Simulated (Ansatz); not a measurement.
# CH$_{6}$FNSi$_{2}$ (SMILES N[Si]1(F)C[SiH2]1): what the fields show

```tsv
atom	x (Å)	y (Å)	z (Å)
N	0.4425	1.7541	0.8527
Si	0.4763	0.0719	0.6575
F	1.1085	-0.7286	1.8932
C	-1.0549	-0.7072	-0.0416
Si	0.3570	-0.8692	-1.3611
H	1.2670	2.3134	0.7122
H	-0.2131	2.1989	1.4755
H	-1.3725	-1.6631	0.3741
H	-1.9067	-0.0802	-0.2976
H	0.1829	-0.0830	-2.6069
H	0.7782	-2.2643	-1.6373
```

Geometry: PBE0-D4/def2-TZVP.

All numbers below come from RKS PBE0-D4/def2-TZVPP in Ansatz.

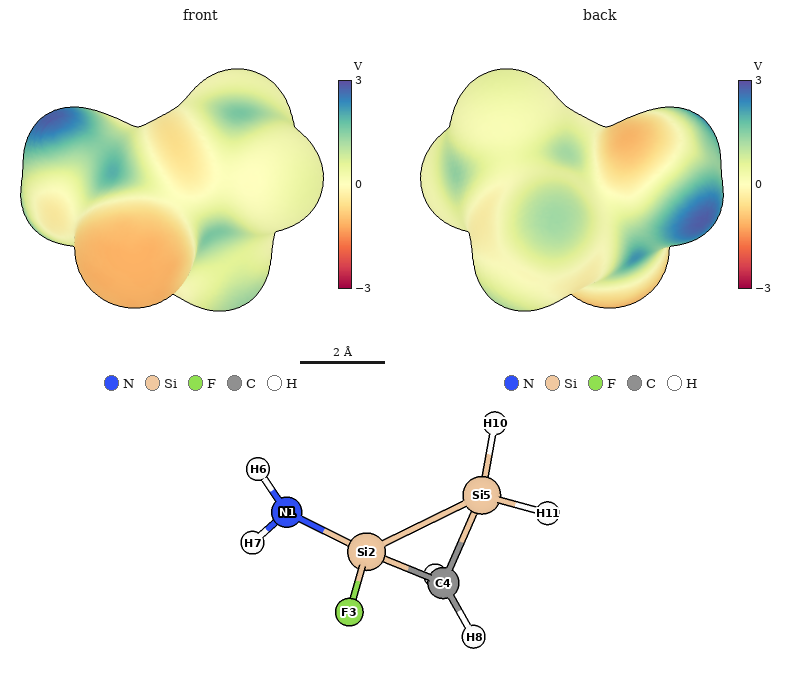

Figure 1. The electrostatic potential painted on the density surface at 0.004 e/bohr³, seen from the front and from behind; red is negative and blue positive. The bare structure is drawn below in the same view.

**Where is the surface potential most negative and most positive?**

The most negative region (about −1.1 V) lies over F3, the most positive (about +2.8 V) over H6 and H7.

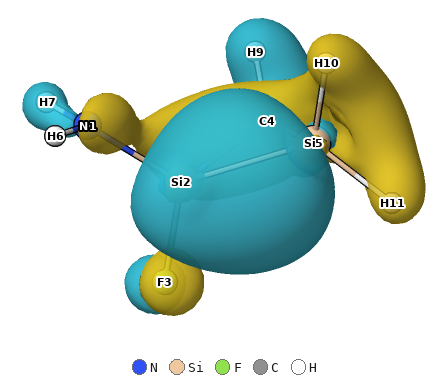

Figure 2. The HOMO at ±0.1 Å⁻³ᐟ² (yellow and cyan are the two phases), seen from one side.

**Describe this orbital and give its energy.**

By Hirshfeld shares it lies mainly on Si5 (about 40 %), Si2 (about 30 %) and C4 (about 15 %). Its energy is −6.64 eV.

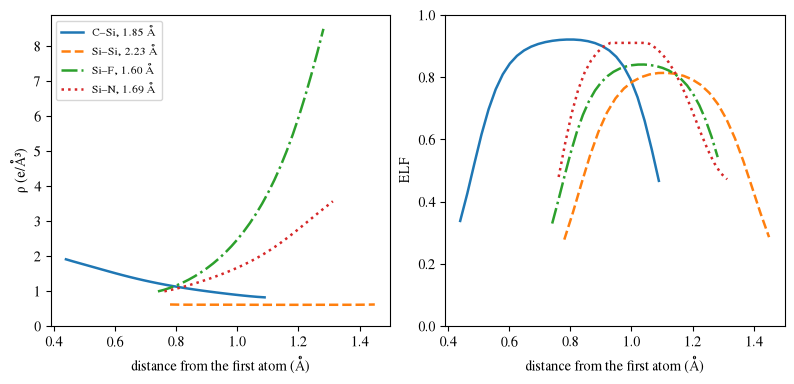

Figure 3. Total electron density and ELF along straight lines between neighbouring atoms. The curves leave out the atomic cores.

**What can be read from the curves?**

C–Si (1.85 Å): the density is about 0.97 e/Å³ at the midpoint; the ELF peaks at about 0.90 between the atoms (localised, covalent bonding).
Si–Si (2.23 Å): ρ is about 0.61 e/Å³ halfway; the ELF peaks at about 0.80 between the atoms, as expected for a covalent bond.
Si–F (1.60 Å): the density is about 1.2 e/Å³ at the midpoint; the ELF peaks at about 0.85 in the valence shell of F, 0.6 Å from its nucleus, and is about 0.55 at the midpoint.
Si–N (1.69 Å): the density is about 1.2 e/Å³ at the midpoint; the ELF peaks at about 0.90 between the atoms: a shared but strongly polarised pair.
